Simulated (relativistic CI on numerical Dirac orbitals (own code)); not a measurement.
# Fe⁴⁺: M2,3 absorption multiplets

Wanted: the shape of the M2,3 absorption spectrum of Fe⁴⁺ in 5 surroundings, from the same atomic integrals.

The numbers are computed with relativistic CI on numerical Dirac orbitals (own code) version 1 (Dirac-Coulomb-Breit CI, KLI orbitals optimised for each configuration, model QED (radiative potential, 1s self-energy scaled to tabulated hydrogen-like ionisation energies), valence Slater integrals scaled by 0.8, multiplet model of core-to-valence dipole absorption), except any that are marked as measured or tabulated.

### Step 1. The atom as given

| Quantity | Value |
| --- | --- |
| ion | Fe⁴⁺ (Fe V) |
| nuclear charge | 26 |
| electrons | 22 |
| configurations | [Ar] 3d4 → [Ne] 3s2 3p5 3d5 |
| magnetising field for the dichroism, Lz and Sz | exchange field 10 meV on Sz; these come from the lowest magnetised state alone (0 K) |
| temperature of the isotropic spectrum | 80 K |
| widths | Lorentz 0.8 eV, Gauss 0.3 eV |
| surrounding 1 | free ion |
| surrounding 2 | D4h, 10Dq = 13550, Ds = -1500, Dt = -210 cm⁻¹ |
| surrounding 3 | D4h, 10Dq = 13550, Ds = -860, Dt = -210 cm⁻¹ |
| surrounding 4 | D4h, 10Dq = 13550, Ds = -210, Dt = -210 cm⁻¹ |
| surrounding 5 | D4h, 10Dq = 13550, Ds = 430, Dt = -210 cm⁻¹ |

### Step 2. Surrounding 1: free ion

The run's settings:

```ini
atom Fe  Z=26  charge=4  electrons=22
nucleus A=56  rms_radius_fm=3.7377
hamiltonian dirac-coulomb  breit=on  qed=on  c_scale=1
orbitals kli  potential=per-configuration
slater_scale 0.8
correlation none
mixing on
configurations
  [Ar] 3d4
  [Ne] 3s2 3p5 3d5
end
absorption M2,3 T=80 lorentz=0.8 gauss=0.3
crystal_field free
```

Results of the run (chosen fields of its result record, rounded), cut to the lines that bear on the results:

```text
{
  "status": "converged",
  "curve, one point in 5 above 2 % of the maximum [energy, isotropic, mcd, ld] [eV; bohr^2/eV]": [
    [53.6, 0.003094, -0.001081, 0.0003399],
    [54.1, 0.007157, -0.001989, 0.001062],
    [54.6, 0.01308, -0.007861, 0.001069],
    [55.1, 0.01002, -0.01041, -0.0006507],
    [55.6, 0.004765, -0.00392, -2.185e-05],
    [56.1, 0.003666, -0.002101, 0.0002875],
    [56.6, 0.003421, -0.001728, 0.0001328],
    [57.1, 0.004022, -0.00157, -2.067e-05],
    [57.6, 0.005738, -0.0009658, -0.0001311],
    [58.1, 0.007975, -0.002842, 0.0005052],
    [58.6, 0.01355, -0.007552, 0.001594],
    [59.1, 0.0165, -0.0125, 0.0006104],
    [59.6, 0.02114, -0.02114, -0.001034],
    [60.1, 0.04664, -0.05508, -0.004927],
    [60.6, 0.1259, -0.1643, -0.01762],
    [61.1, 0.1051, -0.1181, -0.006764],
    [61.6, 0.08026, -0.01328, 0.02169],
    [62.1, 0.1264, 0.04525, 0.05306],
    [62.6, 0.05855, 0.02004, 0.02265],
    [63.1, 0.02295, 0.004937, 0.007538],
    [63.6, 0.01248, 0.001647, 0.00327],
    [64.1, 0.008017, 0.001101, 0.001617],
    [64.6, 0.005766, 0.001274, 0.0007834],
    [65.1, 0.004634, 0.001696, 0.0002738],
    [65.6, 0.004089, 0.002335, -0.0001128],
    [66.1, 0.003949, 0.003261, -0.0004857],
    [66.6, 0.004202, 0.004656, -0.0009344],
    [67.1, 0.004988, 0.006919, -0.001565],
    "... 11 more rows left out ..."
  ],
  "sticks, the strongest [energy, strength] [eV, bohr^2]": [
    [54.89, 0.008699],
    [58.84, 0.00841],
    [60.54, 0.007771],
    [60.76, 0.0136],
    [60.77, 0.1356],
    [60.8, 0.02252],
    [62.01, 0.009358],
    [62.09, 0.1248],
    [62.19, 0.01913],
    [69.5, 0.01494],
    [69.52, 0.08193],
    [69.89, 0.01242],
    [69.9, 0.06798],
    [70, 0.009319]
  ],
  "total [bohr^2]": 0.558561,
  "centroid [eV]": 63.8764,
  "radial 3p6 3d4 [Ha, bohr]": {"<r^-3>(3d)": 6.3135, "<r^1>(3d)": 0.91621, "<r^2>(3d)": 1.0295, "<r^4>(3d)": 2.1619, "F2(3d,3d)": 0.47656, "F4(3d,3d)": 0.29954, "zeta(3d)": 0.002338},
  "radial 3p5 3d5 [Ha, bohr]": {"<r^-3>(3p)": 61.4, "<r^1>(3p)": 0.82914, "<r^2>(3p)": 0.80292, "<r^4>(3p)": 1.0803, "zeta(3p)": 0.038503, "<r^-3>(3d)": 6.3434, "<r^1>(3d)": 0.91431, "<r^2>(3d)": 1.0252, "<r^4>(3d)": 2.1457, "F2(3d,3d)": 0.4777, "F4(3d,3d)": 0.30029, "F2(3p,3d)": 0.50217, "G1(3p,3d)": 0.61847, "G3(3p,3d)": 0.37981, "zeta(3d)": 0.0022894},
  "ground_degeneracy": 1,
  "ground_Lz": 1.36752,
  "ground_Sz": -1.36752,
  "ground_S": 1.998,
  "core_spin_orbit_splitting [eV]": 1.62004
}
```

Wall time 1.2 s (1 thread, shared host).

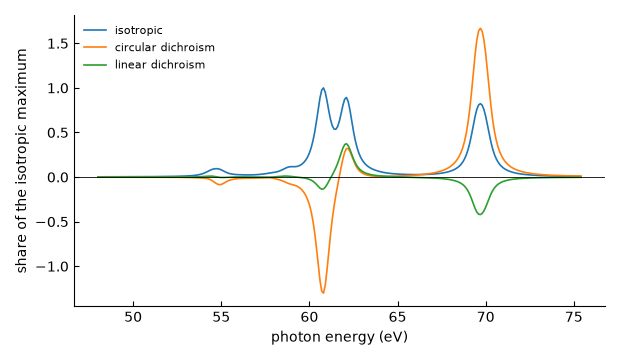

Thermal isotropic spectrum, and the dichroism of the lowest magnetised state alone (0 K, fully polarised).

### Step 3. Surrounding 2: D4h, 10Dq = 13550, Ds = -1500, Dt = -210

Changes to the settings of step 2:

```diff
@@ -12,2 +12,2 @@
 absorption M2,3 T=80 lorentz=0.8 gauss=0.3
-crystal_field free
+crystal_field D4h 10Dq=13550 Ds=-1500 Dt=-210
```

Result record:

```text
{
  "status": "converged",
  "curve, one point in 8 above 2 % of the maximum [energy, isotropic, mcd, ld] [eV; bohr^2/eV]": [
    [52.8, 0.003293, -0.002548, 2.368e-05],
    [53.6, 0.006521, -4.447e-05, 0.005966],
    [54.4, 0.006467, -0.0004759, 0.004551],
    [55.2, 0.005536, 0.0001956, 0.005881],
    [56, 0.005849, 0.001132, 0.0001796],
    [56.8, 0.007009, -2.221e-06, -0.004237],
    [57.6, 0.006626, -0.00133, -0.002776],
    [58.4, 0.01209, 0.0008269, -0.004352],
    [59.2, 0.02155, -0.005111, -0.01186],
    [60, 0.02893, -0.005061, -0.02425],
    [60.8, 0.05844, -0.0452, -0.05178],
    [61.6, 0.155, -0.0279, -0.1228],
    [62.4, 0.09708, 0.05114, 0.07263],
    [63.2, 0.03158, 0.007093, 0.02225],
    [64, 0.01433, 0.00036, -0.0006532],
    [64.8, 0.01294, 0.00482, -0.009533],
    [65.6, 0.00526, 0.001492, -0.001211],
    [66.4, 0.003467, 0.0009029, 0.0002844],
    [68.5, 0.003458, -0.000262, 0.003498],
    [69.3, 0.00516, -0.000762, 0.006587],
    [70.1, 0.01142, -0.003141, 0.01617],
    [70.9, 0.04685, -0.01973, 0.06784],
    [71.7, 0.08293, 0.003762, 0.1499],
    [72.5, 0.02801, 0.01741, 0.02995],
    [73.3, 0.007853, 0.003125, 0.009649],
    [74.1, 0.003703, 0.001034, 0.004644]
  ],
  "sticks, the strongest [energy, strength] [eV, bohr^2]": [
    [61.55, 0.01333],
    [61.62, 0.014],
    [61.75, 0.01682],
    [61.89, 0.01796],
    [62.49, 0.04784],
    [71.12, 0.01651],
    [71.13, 0.01389],
    [71.93, 0.0319]
  ],
  "total [bohr^2]": 0.557884,
  "centroid [eV]": 64.2478,
  "ground_degeneracy": 1,
  "ground_Lz": -0.000953535,
  "ground_Sz": -1.99872,
  "ground_S": 1.99921,
  "core_spin_orbit_splitting [eV]": 1.62004
}
```

Wall time 1.2 s (1 thread, shared host).

### Step 4. Surrounding 3: D4h, 10Dq = 13550, Ds = -860, Dt = -210

Changes to the settings of step 3:

```diff
@@ -12,2 +12,2 @@
 absorption M2,3 T=80 lorentz=0.8 gauss=0.3
-crystal_field D4h 10Dq=13550 Ds=-1500 Dt=-210
+crystal_field D4h 10Dq=13550 Ds=-860 Dt=-210
```

Result record:

```text
{
  "status": "converged",
  "curve, one point in 8 above 2 % of the maximum [energy, isotropic, mcd, ld] [eV; bohr^2/eV]": [
    [52.8, 0.003242, -0.001946, 0.001031],
    [53.6, 0.00667, -0.0005818, 0.007241],
    [54.4, 0.005797, -0.0002478, 0.004822],
    [55.2, 0.005078, 0.0006469, 0.004285],
    [56, 0.00596, 0.00133, -0.001248],
    [56.8, 0.006779, -0.001332, -0.004007],
    [57.6, 0.006741, -0.0007853, -0.001798],
    [58.4, 0.0136, 0.001409, -0.003752],
    [59.2, 0.02262, -0.003094, -0.0135],
    [60, 0.02577, -0.007096, -0.02063],
    [60.8, 0.05692, -0.05005, -0.04772],
    [61.6, 0.1556, -0.02496, -0.1236],
    [62.4, 0.103, 0.05374, 0.07995],
    [63.2, 0.02863, 0.007986, 0.01316],
    [64, 0.01692, 0.001277, -0.006441],
    [64.8, 0.01094, 0.004397, -0.006728],
    [65.6, 0.004824, 0.001162, -0.0007415],
    [66.4, 0.003432, 0.0009001, 0.0003364],
    [68.3, 0.003429, -0.0002495, 0.003162],
    [69.1, 0.004989, -0.0007642, 0.00592],
    [69.9, 0.01057, -0.003113, 0.01382],
    [70.7, 0.04175, -0.02, 0.05271],
    [71.5, 0.0855, 0.002585, 0.1619],
    [72.3, 0.03166, 0.01876, 0.03682],
    [73.1, 0.008455, 0.003233, 0.01084],
    [73.9, 0.003897, 0.001076, 0.004989]
  ],
  "sticks, the strongest [energy, strength] [eV, bohr^2]": [
    [61.41, 0.01899],
    [61.49, 0.02396],
    [61.56, 0.01957],
    [61.66, 0.0214],
    [61.83, 0.01863],
    [62.33, 0.02151],
    [70.97, 0.017],
    [71.78, 0.02655]
  ],
  "total [bohr^2]": 0.557887,
  "centroid [eV]": 64.2212,
  "ground_degeneracy": 1,
  "ground_Lz": -0.00101782,
  "ground_Sz": -1.99853,
  "ground_S": 1.99908,
  "core_spin_orbit_splitting [eV]": 1.62004
}
```

Wall time 1.3 s (1 thread, shared host).

### Step 5. Surrounding 4: D4h, 10Dq = 13550, Ds = -210, Dt = -210

Changes to the settings of step 4:

```diff
@@ -12,2 +12,2 @@
 absorption M2,3 T=80 lorentz=0.8 gauss=0.3
-crystal_field D4h 10Dq=13550 Ds=-860 Dt=-210
+crystal_field D4h 10Dq=13550 Ds=-210 Dt=-210
```

Result record:

```text
{
  "status": "converged",
  "curve, one point in 9 above 2 % of the maximum [energy, isotropic, mcd, ld] [eV; bohr^2/eV]": [
    [52.8, 0.003297, -0.001459, 0.002037],
    [53.7, 0.006947, 7.595e-05, 0.0079],
    [54.6, 0.004962, 0.0004921, 0.004404],
    [55.5, 0.005484, 0.0007799, 0.001886],
    [56.4, 0.006462, 0.0006197, -0.003316],
    [57.3, 0.006334, -0.001217, -0.001834],
    [58.2, 0.01292, 0.001973, -0.001733],
    [59.1, 0.02203, -0.0007942, -0.01342],
    [60, 0.02286, -0.009623, -0.01683],
    [60.9, 0.06656, -0.06678, -0.05538],
    [61.8, 0.1484, 0.06179, -0.06146],
    [62.7, 0.0627, 0.02657, 0.0351],
    [63.6, 0.02057, 0.003381, -0.004367],
    [64.5, 0.0135, 0.005343, -0.008829],
    [65.4, 0.005183, 0.00124, -0.0009402],
    [66.3, 0.003514, 0.0009002, 0.0002836],
    [67.7, 0.003129, -7.986e-05, 0.002102],
    [68.6, 0.00412, -0.0004824, 0.004166],
    [69.5, 0.007904, -0.00212, 0.009388],
    [70.4, 0.03063, -0.01579, 0.03318],
    [71.3, 0.086, 0.001474, 0.1651],
    [72.2, 0.02911, 0.01571, 0.03697],
    [73.1, 0.007205, 0.002404, 0.009629],
    [74, 0.003288, 0.0007968, 0.004249]
  ],
  "sticks, the strongest [energy, strength] [eV, bohr^2]": [
    [61.35, 0.01547],
    [61.38, 0.01554],
    [61.42, 0.01678],
    [61.49, 0.02017],
    [61.64, 0.01395],
    [62.3, 0.0144],
    [62.39, 0.01417],
    [71.62, 0.05897]
  ],
  "total [bohr^2]": 0.557891,
  "centroid [eV]": 64.1941,
  "ground_degeneracy": 1,
  "ground_Lz": -0.00109231,
  "ground_Sz": -1.99817,
  "ground_S": 1.99887,
  "core_spin_orbit_splitting [eV]": 1.62004
}
```

It took 1.4 s on 1 thread, shared host.

### Step 6. Surrounding 5: D4h, 10Dq = 13550, Ds = 430, Dt = -210

Changes to the settings of step 5:

```diff
@@ -12,2 +12,2 @@
 absorption M2,3 T=80 lorentz=0.8 gauss=0.3
-crystal_field D4h 10Dq=13550 Ds=-210 Dt=-210
+crystal_field D4h 10Dq=13550 Ds=430 Dt=-210
```

Result record:

```text
{
  "status": "converged",
  "curve, one point in 9 above 2 % of the maximum [energy, isotropic, mcd, ld] [eV; bohr^2/eV]": [
    [52.7, 0.003356, 0.001346, -0.001556],
    [53.6, 0.006179, -0.004555, -0.006262],
    [54.5, 0.005191, 0.0002897, -0.00453],
    [55.4, 0.005295, -0.003834, -0.002467],
    [56.3, 0.006065, -0.002386, 0.00315],
    [57.2, 0.006101, -0.001489, 0.003231],
    [58.1, 0.01238, -0.006961, 0.002046],
    [59, 0.02218, -0.01396, 0.01411],
    [59.9, 0.02156, -0.002206, 0.01373],
    [60.8, 0.06027, -0.004489, 0.05346],
    [61.7, 0.1501, -0.06523, 0.06503],
    [62.6, 0.06634, 0.05298, -0.03873],
    [63.5, 0.0223, 0.005395, 0.002031],
    [64.4, 0.01622, 0.001242, 0.01072],
    [65.3, 0.005686, 0.0007781, 0.001175],
    [66.2, 0.003671, 0.0006519, -0.0004499],
    [67.1, 0.003116, 0.0009912, -0.001436],
    [68, 0.003486, 0.001896, -0.003028],
    [68.9, 0.005227, 0.004515, -0.006268],
    [69.8, 0.01284, 0.01805, -0.0186],
    [70.7, 0.06135, 0.1125, -0.09339],
    [71.6, 0.07602, -0.08877, -0.1137],
    [72.5, 0.01444, -0.01307, -0.02111],
    [73.4, 0.004957, -0.002325, -0.006814]
  ],
  "sticks, the strongest [energy, strength] [eV, bohr^2]": [
    [61.33, 0.02672],
    [61.61, 0.01519],
    [61.78, 0.01749],
    [62.22, 0.0263],
    [70.73, 0.02364],
    [71.53, 0.0404],
    [71.55, 0.01435],
    [71.56, 0.01398]
  ],
  "total [bohr^2]": 0.557904,
  "centroid [eV]": 64.1812,
  "ground_degeneracy": 1,
  "ground_Lz": 0.140746,
  "ground_Sz": -1.99438,
  "ground_S": 1.99632,
  "core_spin_orbit_splitting [eV]": 1.62004
}
```

Wall time 1.2 s (1 thread, shared host).

### Step 7. The spectra side by side

| surrounding | ground S | Lz (0 K) | Sz (0 K) | centroid (eV) | share of the lower edge | up to four highest peaks (% of the highest), eV |
| --- | --- | --- | --- | --- | --- | --- |
| 1: free | 2.00 | 1.37 | -1.37 | 63.88 | - | 59.0 (12), 60.8 (100), 62.1 (89), 69.7 (82) |
| 2: D4h | 2.00 | 0.00 | -2.00 | 64.25 | - | 61.6 (100), 64.5 (9), 71.6 (54) |
| 3: D4h | 2.00 | 0.00 | -2.00 | 64.22 | - | 59.5 (15), 61.6 (100), 64.2 (11), 71.5 (55) |
| 4: D4h | 2.00 | 0.00 | -2.00 | 64.19 | - | 59.1 (14), 61.6 (100), 63.9 (14), 71.4 (57) |
| 5: D4h | 2.00 | 0.14 | -1.99 | 64.18 | - | 59.0 (15), 61.6 (100), 63.9 (15), 71.3 (57) |

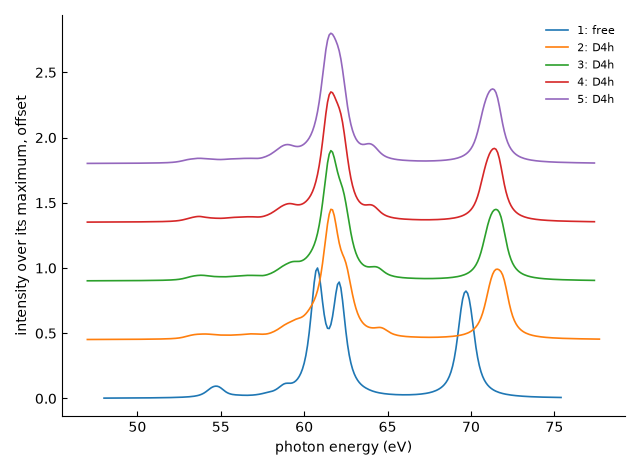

The spectra, each scaled to its maximum and offset.

### Step 8. Outcome

| quantity | value |
| --- | --- |
| highest peak, first run | 60.8 eV |
| ground spin (effective S from ⟨S²⟩) | 2.00 |
| core spin-orbit splitting (without Breit) | 1.62 eV |

What this shows: The position of the maximum differs by up to 0.8 eV between the surroundings, by shifts of peaks or by peaks exchanging rank. Edge positions are free-ion values and differ from those in solids by a few eV or more.
